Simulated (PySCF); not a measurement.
SMILES O[Si](F)(F)[GeH3], singlet, PBE0/def2-SVP optimised geometry. Atoms within 1.6 Å of the plane z = 0.0 Å (x, y, z in Å): O1 (-1.17, -1.50, 1.36), Si2 (-0.61, -0.78, 0.00), F3 (-1.01, 0.78, 0.00), F4 (1.01, -0.78, 0.00).

Level of theory: PBE0/def2-TZVP (PySCF). Cells within 0.4 Å of a nucleus heavier than hydrogen are left out (blank, or x).

Map of the Laplacian of the electron density (e/bohr⁵), clipped to [-1.50, 1.50] on the plane z = 0.0 Å:

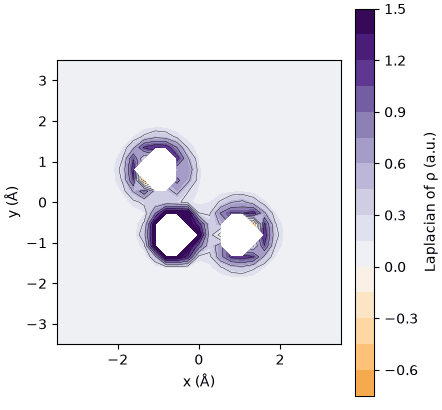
Laplacian of the electron density (e/bohr⁵), clipped to [-1.50, 1.50] on the plane z = 0.0 Å.
